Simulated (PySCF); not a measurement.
SMILES C[SiH2][O][GeH3] at its PBE0/def2-SVP optimised geometry (Å):

```
12

Si     1.1976     0.1362     0.5425
C      1.7928    -0.4118     2.2297
O     -0.0433    -0.8245     0.0000
Ge    -1.8177    -0.8245     0.0000
H      2.3154     0.0401    -0.4445
H      0.7406     1.5646     0.6094
H      2.1149    -1.4644     2.2079
H      2.6502     0.2013     2.5512
H      0.9999    -0.3112     2.9872
H     -2.3048    -1.5626     1.2611
H     -2.2537    -1.5646    -1.2730
H     -2.3154     0.6348     0.0000
```

Computed with PBE0/def2-TZVP in PySCF. Cells within 0.4 Å of a nucleus heavier than hydrogen are left out (blank, or x).

Map of the deformation density (molecule minus spherical neutral atoms) (e/bohr³) on the plane z = 0.8 Å:

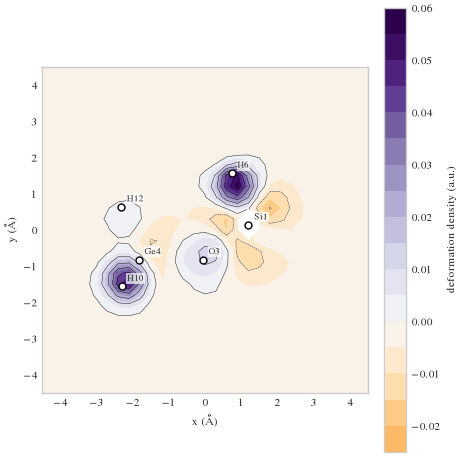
*Deformation density (molecule minus spherical neutral atoms) (e/bohr³) on the plane z = 0.8 Å.*
